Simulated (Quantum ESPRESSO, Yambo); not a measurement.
# Excitons of GaP (F-43m): kernels and approximations, part 3 of 4

Wanted: excitons and ε₂ of GaP (F-43m), with cost.

Quantum ESPRESSO 7.5 and Yambo 5.3.0; PBE and many-body steps on it, plane waves. Known limits of the many-body steps: not at the basis limit; no spin-orbit coupling; coarse k mesh; bindings not settled in the k mesh.

So far. Step 8 (Triplet (no exchange term)): The lowest triplet lies at 2.526 eV; without spin-orbit coupling triplets are dark, so no spectrum is read. Step 9 (Empty states on the mesh, 6×6×6 mesh, 22 bands): On this mesh the gap is 1.653 eV.

### Step 11. k mesh (6×6×6)

This step: Bethe-Salpeter equation on PBE with a scissors shift, plane waves, norm-conserving pseudopotentials.

File bse6.in:

```
optics
bss
bse
em1s
dipoles
rim_cut
RandQpts= 1000000
RandGvec= 1 RL
Chimod= "HARTREE"
BSKmod= "SEX"
BSEmod= "resonant"
BSSmod= "d"
BSENGexx= 20 Ry
BSENGBlk= 4 Ry
% BSEQptR
 1 | 1 |
%
% BSEBands
 11 | 17 |
%
% BEnRange
 0 | 5 | eV
%
% BDmRange
 0.1 | 0.1 | eV
%
BEnSteps= 101
% BLongDir
 1 | 0 | 0 |
%
% BndsRnXs
 5 | 22 |
%
NGsBlkXs= 4 Ry
% LongDrXs
 1 | 1 | 1 |
%
% KfnQP_E
 0.884 | 1.0 | 1.0 |
%
WRbsWF
FFTGvecs= 47 Ry
```

The run is started by

```bash
$ OMP_NUM_THREADS=1 mpirun -n 4 yambo -F bse6.in -J bse6 -C bse6 > bse6.log
```

Output:

```text
 Yambo, version 5.3.0

 [02] CORE Variables Setup
 =========================

  [... cell, symmetries and grids as in the set-up ...]

  [02.05] Energies & Occupations
  ==============================

  [X] === General ===
  [X] Electronic Temperature                        :  0.000000  0.000000 [eV K]
  [X] Bosonic    Temperature                        :  0.000000  0.000000 [eV K]
  [X] Finite Temperature mode                       : no
  [X] El. density                                   :  0.64228E+24 [cm-3]
  [X] Fermi Level                                   :  8.204635 [eV]

  [X] === Gaps and Widths ===
  [X] Conduction Band Min                           :  1.653055 [eV]
  [X] Valence Band Max                              :  0.000000 [eV]
  [X] Filled Bands                                  :  13
  [X] Empty Bands                                   :  14  22
  [X] Direct Gap                                    :  1.817539 [eV]
  [X] Direct Gap localized at k                     :  1
  [X] Indirect Gap                                  :  1.653055 [eV]
  [X] Indirect Gap between kpts                     :   1  13
  [X] Last valence band width                       :  3.261240 [eV]
  [X] 1st conduction band width                     :  2.255513 [eV]

 [03] Transferred momenta grid and indexing
 ==========================================

 [BZ sampling] Q-grid is User defined and/or read from the database

 IBZ Q-points                                      :  16
 BZ  Q-points                                      :  216

 K/Q-points units:
 rlu = crystal or reduced units; cc = cartesian coordinates; iku = interal k-units

 Q [ 1]         [rlu]:  0.000000  0.000000  0.000000
 Q [ 2]         [rlu]:  0.25176E-17  0.25176E-17  0.16667
[...]
Global Gauge                                     : length
  X matrix size                                    :   51
  X band range                                     :   5  22
  X e/h energy range                               : -1.000000 -1.000000 [eV]
  X Time ordering                                  : T
  X Hxc Kernel                                     : HARTREE
  X Drude frequency                                :  0.000000  0.000000
  X poles                                          :  100.0000 [o/o]
  RL vectors in the sum                            :  1471
  [r,Vnl] included                                 : yes
  Field direction                                  :  0.577350E-5  0.577350E-5  0.577350E-5
  BZ energy Double Grid                            : no
  BZ energy DbGd points                            : 0
  BZ Q point size factor                           : -1.000000
  X Optical Averaged directions                    : none

 [08] Bethe Salpeter Equation driver
 ===================================

  [08.01] Bethe Salpeter Equation @q1
  ===================================

   [08.01.01] Transition pre-analysis @q1
   ======================================

   [08.01.02] Transition Groups build-up @q1
   =========================================

   [BSK] Transition groups (total):   32
   [BSK] Size (resonant):  2592
   [BSK]         (total):  2592
   [BSK] N. of matrices :  1

   [08.01.03] Loading Dipoles @q1
   ==============================

   [08.01.04] Independent Particles properties @q1
   ===============================================

   ==========================================================

   [BSE] Exchange components :   459
   [BSE] Correlation components :   51  229

    [08.01.05.01] Screened interaction header I/O
    =============================================

    [08.01.05.02] Main kernel loop
    ==============================

    [08.01.05.03] Wave-Function Phases
    ==================================

    [BSE] WF phases found       :  54.76190 [o/o]

   [08.01.06] BSE solver(s) @q1
   ============================

   [08.01.07] Diago Solver @q1
   ===========================

 [11] Game Over & Game summary
```

The job ended after 71 s (4 MPI ranks of Arm Neoverse V2, shared host; peak memory 1.6 GiB).

Numbers from this step:

```yaml
transitions_in_the_window: 2592
direct_gap_of_the_transition_levels: 2.702 eV
lowest_state: 2.560 eV
first_strong_exciton_over_a_fiftieth_of_the_strongest_listed: 2.560 eV
binding_of_the_lowest_state_below_the_direct_gap: 0.1415 eV
coulomb_term_of_one_mesh_cell: 0.1646 eV
```

The binding is 0.86 times the screened Coulomb term of one mesh cell (0.16 eV), so it is not shown settled.

The lowest state lies at 2.560 eV, 0.141 eV under the direct gap.

The ε₂ has structure finer than the step of the table below, so its rows give means over 0.25 eV, whole bins alone (the curve runs from 0 to 5 eV). Peaks (eV: height): BSE 2.550: 12.4, 3.450: 68.6, 4.450: 37.3, 4.850: 43.4; no electron-hole interaction 2.700: 7.96, 3.650: 46.4.

Field along x; broadening 0.1 eV; transition window only. Limits: finite bands, cutoff and mesh; no spin-orbit coupling; exciton not shown settled in the k mesh. ε₂ against photon energy; means over each step:

```tsv
photon energy (eV)	BSE	no electron-hole interaction
0.25	0.157	0.118
0.50	0.182	0.135
0.75	0.215	0.156
1.00	0.259	0.182
1.25	0.320	0.217
1.50	0.413	0.267
1.75	0.567	0.342
2.00	0.885	0.474
2.25	1.98	0.785
2.50	8.40	2.44
2.75	5.12	5.62
3.00	4.97	2.28
3.25	22.5	3.48
3.50	45.0	16.6
3.75	8.89	30.7
4.00	5.06	6.23
4.25	11.7	4.10
4.50	30.9	11.1
4.75	37.5	19.3
```

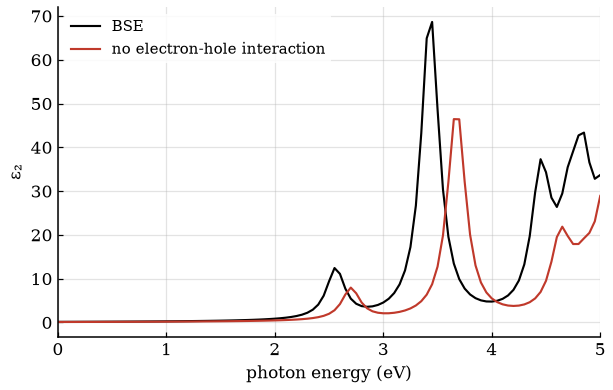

ε₂, plotted against photon energy.

### Step 12. Triplet (no exchange term)

bse7.in, as its differences from bse6.in of step 11:

```diff
@@ -12,3 +12,3 @@
 BSSmod= "d"
-BSENGexx= 20 Ry
+BSENGexx= 1 RL
 BSENGBlk= 4 Ry
```

The run is started by

```bash
$ OMP_NUM_THREADS=1 mpirun -n 4 yambo -F bse7.in -J bse7,bse6_W -C bse7 > bse7.log
```

Output:

```text
 Yambo, version 5.3.0

 [02] CORE Variables Setup
 =========================

  [... cell, symmetries and grids as in the set-up ...]

  [02.05] Energies & Occupations
  ==============================

  [X] === General ===
  [X] Electronic Temperature                        :  0.000000  0.000000 [eV K]
  [X] Bosonic    Temperature                        :  0.000000  0.000000 [eV K]
  [X] Finite Temperature mode                       : no
  [X] El. density                                   :  0.64228E+24 [cm-3]
[...]
[06] Dipoles
 ============

  [06.01] Setup: observables and procedures
  =========================================

  [WARNING] [r,Vnl^pseudo] included in position and velocity dipoles.

  [WARNING] In case H contains other non local terms, these are neglected

 [07] Static Dielectric Matrix
 =============================

    [08.01.05.02] Main kernel loop
    ==============================

    [08.01.05.03] Wave-Function Phases
    ==================================

    [BSE] WF phases found       :  54.76190 [o/o]

   [08.01.06] BSE solver(s) @q1
   ============================

   [08.01.07] Diago Solver @q1
   ===========================

 [11] Game Over & Game summary
```

The job ended after 59 s (4 MPI ranks; peak memory 1.6 GiB; 4 min of CPU time).

The lowest triplet lies at 2.550 eV; without spin-orbit coupling triplets are dark, so no spectrum is read.

### Step 13. Empty states on the mesh, 8×8×8 mesh, 22 bands

This step: Quantum ESPRESSO 7.5; DFT, PBE, plane waves, norm-conserving pseudopotentials.

File pw.in:

```
&control
  calculation = 'nscf'
  prefix = 'x'
  outdir = 'o'
  pseudo_dir = 'pseudo'
/
&system
  ibrav = 0
  nat = 2
  ntyp = 2
  ecutwfc = 104.0
  nbnd = 22
  force_symmorphic = .true.
/
&electrons
  conv_thr = 1e-9
  electron_maxstep = 80
  diago_full_acc = .true.
  diago_thr_init = 5e-6
/
ATOMIC_SPECIES
  Ga 69.723 Ga.upf
  P 30.974 P.upf
CELL_PARAMETERS angstrom
  0.0000000000 2.7252500000 2.7252500000
  2.7252500000 0.0000000000 2.7252500000
  2.7252500000 2.7252500000 0.0000000000
ATOMIC_POSITIONS crystal
  Ga 0.0000000000 0.0000000000 0.0000000000
  P 0.2500000000 0.2500000000 0.2500000000
K_POINTS automatic
  8 8 8 0 0 0
```

The run is started by

```bash
$ OMP_NUM_THREADS=1 mpirun -n 4 pw.x -nk 4 -in pw.in > pw.out
```

Output:

```text
[banner, memory and clock lines left out]
Program PWSCF v.7.5 starts

     Atomic positions and unit cell read from directory:
     o/x.save/

     Message from routine setup:
     using ibrav=0 with symmetry is DISCOURAGED, use correct ibrav instead

     G-vector sticks info

     bravais-lattice index     =            0
     lattice parameter (alat)  =       7.2832  a.u.
     unit-cell volume          =     273.1780 (a.u.)^3
     number of atoms/cell      =            2
     number of atomic types    =            2
     number of electrons       =        26.00
[...]
-135.1871 -85.9119 -85.9119 -85.9118  -6.3489  -6.3304  -6.3304  -6.2377
    -6.2377  -4.0858   6.5754   7.9751   7.9751  10.6499  12.4404  12.4404
    12.6711  17.3262  17.3262  17.9133  20.0068  21.9595

          k = 0.1768 0.1768-0.1768 (  4873 PWs)   bands (ev):

  -135.1871 -85.9118 -85.9118 -85.9117  -6.3791  -6.3203  -6.3203  -6.2361
    -6.2361  -3.5122   4.3287   7.5424   7.5424  10.3580  12.9459  12.9459
    14.5489  17.1496  17.1496  18.1348  21.2975  24.3939

          k = 0.2652 0.2652-0.2652 (  4907 PWs)   bands (ev):

     [... further k-points ...]

     highest occupied, lowest unoccupied level (ev):     8.2046    9.8467

     XML data file, pseudopotentials, collected wavefunctions
```

Run time: 4.2 s. Hardware: 4 MPI ranks; peak memory 0.25 GiB; 17 s of CPU time.

Numbers from this step:

```yaml
gap: 1.642 eV
k_of_the_valence_top: 0, 0, 0
k_of_the_conduction_bottom: 0, 0.375, 0.375
least_direct_gap: 1.818 eV
k_points_computed: 29
lowest_point_of_the_top_converged_band_above_the_valence_top: 12.45 eV
```

On this mesh the gap is 1.642 eV.

### Step 14. Conversion and set-up

This step: Yambo 5.3.0; conversion and set-up on PBE, plane waves, norm-conserving pseudopotentials.

The run is started by

```bash
$ (cd o/x.save; p2y > p2y.log; mv SAVE ../..); yambo > setup.log
```

Output:

```text
 Yambo, version 5.3.0

 [02] CORE Variables Setup
 =========================

  [02.01] Unit cells
  ==================

  Cell kind             :  FCC
  Atoms in the cell     :  Ga  P
  number of Ga atoms    :  1
  number of P  atoms    :  1

  List of atomic masses
  Mass of Ga    :  69.72300
  Mass of P     :  30.97400

  List of atomic coordinates    : [cc]
  Ga1       :  0.000000  0.000000  0.000000  order 1
  P1       :  2.574988  2.574988  2.574988  order 2

  Alat factors          :  5.149976  5.149976  5.149976 [a.u.]
  Direct lattice volume :  273.1780 [a.u.]
[...]
Q [ 1]         [rlu]:  0.000000  0.000000  0.000000
 Q [ 2]         [rlu]: -0.12963E-17 -0.12963E-17  0.12500
 Q [ 3]         [rlu]: -0.25926E-17 -0.25926E-17  0.25000
[...]
Q [ 8]         [rlu]: -0.25926E-17  0.12500      0.37500
 Q [ 9]         [rlu]: -0.52520E-17  0.12500      0.50000
 Q [10]         [rlu]:  0.51853E-17  0.12500     -0.37500
     [... 17 further rows ...]
 Q [28]         [rlu]:  0.125000 -0.500000 -0.375000
 Q [29]         [rlu]:  0.250000 -0.500000 -0.250000

  [03.01] X indexes
  =================

   [03.01.01] Sigma indexes
   ========================

 [06] Game Over & Game summary
```

Wall time 3.5 s (1 MPI rank); peak memory 0.26 GiB.

### Step 15. k mesh (8×8×8)

This step: Bethe-Salpeter equation on PBE with a scissors shift, plane waves, norm-conserving pseudopotentials.

bse9.in, as its differences from bse7.in of step 12:

```diff
@@ -12,3 +12,3 @@
 BSSmod= "d"
-BSENGexx= 1 RL
+BSENGexx= 20 Ry
 BSENGBlk= 4 Ry
@@ -18,3 +18,3 @@
 % BSEBands
- 11 | 17 |
+ 11 | 15 |
 %
```

The run is started by

```bash
$ OMP_NUM_THREADS=1 mpirun -n 4 yambo -F bse9.in -J bse9 -C bse9 > bse9.log
```

Output:

```text
 Yambo, version 5.3.0

 [02] CORE Variables Setup
 =========================

  [... cell, symmetries and grids as in the set-up ...]

  [02.05] Energies & Occupations
  ==============================

  [X] === General ===
  [X] Electronic Temperature                        :  0.000000  0.000000 [eV K]
  [X] Bosonic    Temperature                        :  0.000000  0.000000 [eV K]
  [X] Finite Temperature mode                       : no
  [X] El. density                                   :  0.64228E+24 [cm-3]
[...]
[08.01.04] Independent Particles properties @q1
   ===============================================

   ==========================================================

   [BSE] Exchange components :   459
   [BSE] Correlation components :    51   331

    [08.01.05.01] Screened interaction header I/O
    =============================================

    [08.01.05.02] Main kernel loop
    ==============================

    [08.01.05.03] Wave-Function Phases
    ==================================

    [BSE] WF phases found       :  67.24138 [o/o]

   [08.01.06] BSE solver(s) @q1
   ============================

   [08.01.07] Diago Solver @q1
   ===========================

 [11] Game Over & Game summary
```

The job ended after 2.2 min (4 MPI ranks; peak memory 1.8 GiB; 8.6 min of CPU time).

This step gave:

```yaml
transitions_in_the_window: 3072
direct_gap_of_the_transition_levels: 2.702 eV
lowest_state: 2.579 eV
first_strong_exciton_over_a_fiftieth_of_the_strongest_listed: 2.579 eV
binding_of_the_lowest_state_below_the_direct_gap: 0.1229 eV
coulomb_term_of_one_mesh_cell: 0.1423 eV
```

The binding is 0.86 times the screened Coulomb term of one mesh cell (0.14 eV), so it is not shown settled.

The lowest state lies at 2.579 eV, 0.123 eV under the direct gap.

The window of bands is narrower than in the first exciton run, so this row is not like for like with it.

The program warns that the window of bands cuts a degenerate level, which breaks the symmetry of states and spectrum.

### Step 16. Triplet (no exchange term)

bse10.in, as its differences from bse9.in of step 15:

```diff
@@ -12,3 +12,3 @@
 BSSmod= "d"
-BSENGexx= 20 Ry
+BSENGexx= 1 RL
 BSENGBlk= 4 Ry
```

The run is started by

```bash
$ OMP_NUM_THREADS=1 mpirun -n 4 yambo -F bse10.in -J bse10,bse9_W -C bse10 > bse10.log
```

Output:

```text
 Yambo, version 5.3.0

 [02] CORE Variables Setup
 =========================

  [... cell, symmetries and grids as in the set-up ...]

  [02.05] Energies & Occupations
  ==============================

  [X] === General ===
  [X] Electronic Temperature                        :  0.000000  0.000000 [eV K]
  [X] Bosonic    Temperature                        :  0.000000  0.000000 [eV K]
  [X] Finite Temperature mode                       : no
  [X] El. density                                   :  0.64228E+24 [cm-3]
[...]
[06] Dipoles
 ============

  [06.01] Setup: observables and procedures
  =========================================

  [WARNING] [r,Vnl^pseudo] included in position and velocity dipoles.

  [WARNING] In case H contains other non local terms, these are neglected

 [07] Static Dielectric Matrix
 =============================

    [08.01.05.02] Main kernel loop
    ==============================

    [08.01.05.03] Wave-Function Phases
    ==================================

    [BSE] WF phases found       :  67.24138 [o/o]

   [08.01.06] BSE solver(s) @q1
   ============================

   [08.01.07] Diago Solver @q1
   ===========================

 [11] Game Over & Game summary
```

It took 92 s on 4 MPI ranks; peak memory 1.8 GiB.

The lowest triplet lies at 2.574 eV; without spin-orbit coupling triplets are dark, so no spectrum is read.

The program warns that the window of bands cuts a degenerate level, which breaks the symmetry of states and spectrum.

### Step 17. Empty states on the mesh, 10×10×10 mesh, 22 bands

This step: Quantum ESPRESSO 7.5; DFT, PBE, plane waves, norm-conserving pseudopotentials.

pw.in: that of step 13 with these lines changed.

```diff
@@ -31,2 +31,2 @@
 K_POINTS automatic
-  8 8 8 0 0 0
+  10 10 10 0 0 0
```

The run is started by

```bash
$ OMP_NUM_THREADS=1 mpirun -n 4 pw.x -nk 4 -in pw.in > pw.out
```

Output:

```text
[banner, memory and clock lines left out]
Program PWSCF v.7.5 starts

     Atomic positions and unit cell read from directory:
     o/x.save/

     Message from routine setup:
     using ibrav=0 with symmetry is DISCOURAGED, use correct ibrav instead

     G-vector sticks info

     bravais-lattice index     =            0
     lattice parameter (alat)  =       7.2832  a.u.
     unit-cell volume          =     273.1780 (a.u.)^3
     number of atoms/cell      =            2
     number of atomic types    =            2
     number of electrons       =        26.00
[...]
-135.1871 -85.9119 -85.9119 -85.9118  -6.3442  -6.3320  -6.3320  -6.2379
    -6.2379  -4.1581   7.0192   8.0503   8.0503  10.5942  12.3279  12.3279
    12.4161  17.4780  17.4780  17.6389  20.1493  21.5514

          k = 0.1414 0.1414-0.1414 (  4882 PWs)   bands (ev):

  -135.1871 -85.9118 -85.9118 -85.9117  -6.3664  -6.3245  -6.3245  -6.2371
    -6.2371  -3.7808   5.2111   7.7156   7.7156  10.5246  12.7860  12.7860
    13.7417  17.0656  17.0656  18.3153  20.3517  23.3829

          k = 0.2121 0.2121-0.2121 (  4900 PWs)   bands (ev):

     [... further k-points ...]

     highest occupied, lowest unoccupied level (ev):     8.2046    9.8089

     XML data file, pseudopotentials, collected wavefunctions
```

Run time: 5.7 s. Hardware: 4 MPI ranks; peak memory 0.24 GiB; 22 s of CPU time.

This step gave:

* gap: 1.604 eV
* k of the valence top: 0, 0, 0
* k of the conduction bottom: 0, 0.4, 0.4
* least direct gap: 1.818 eV
* k points computed: 47
* lowest point of the top converged band, above the valence top: 12.45 eV

On this mesh the gap is 1.604 eV.

### Step 18. Conversion and set-up

This step: Yambo 5.3.0; conversion and set-up on PBE, plane waves, norm-conserving pseudopotentials.

The run is started by

```bash
$ (cd o/x.save; p2y > p2y.log; mv SAVE ../..); yambo > setup.log
```

Output:

```text
 Yambo, version 5.3.0

 [02] CORE Variables Setup
 =========================

  [02.01] Unit cells
  ==================

  Cell kind             :  FCC
  Atoms in the cell     :  Ga  P
  number of Ga atoms    :  1
  number of P  atoms    :  1

  List of atomic masses
  Mass of Ga    :  69.72300
  Mass of P     :  30.97400

  List of atomic coordinates    : [cc]
  Ga1       :  0.000000  0.000000  0.000000  order 1
  P1       :  2.574988  2.574988  2.574988  order 2

  Alat factors          :  5.149976  5.149976  5.149976 [a.u.]
  Direct lattice volume :  273.1780 [a.u.]
[...]
Q [ 1]         [rlu]:  0.000000  0.000000  0.000000
 Q [ 2]         [rlu]:  0.62884E-17 -0.75893E-17  0.10000
 Q [ 3]         [rlu]:  0.12577E-16 -0.15179E-16  0.20000
[...]
Q [ 8]         [rlu]:  0.50370E-17  0.10000      0.20000
 Q [ 9]         [rlu]:  0.75710E-17  0.10000      0.30000
 Q [10]         [rlu]:  0.14999E-16  0.10000      0.40000
     [... 35 further rows ...]
 Q [46]         [rlu]:  0.200000  0.400000 -0.300000
 Q [47]         [rlu]:  0.200000 -0.500000 -0.300000

  [03.01] X indexes
  =================

   [03.01.01] Sigma indexes
   ========================

 [06] Game Over & Game summary
```

Elapsed: 4.2 s, on 1 MPI rank; peak memory 0.27 GiB.

(Part 3 of 4 ends here.)

[Paths, hosts, dates, memory and timing lines, banners, echoed tables and standing remarks are left out of the program output.]

[Logs are printed without paths, hosts, clocks, repeated set-up lines and the standing remarks that a program may print on its own settings, such as how far it seeks lower states.]

[Runs of the session that timed out or met a known fault of the program may be left out.]

[Hosts, paths, dates, database ids (printed as entryN), source tags and the programs' standing remarks are cut or masked in the printed files.]
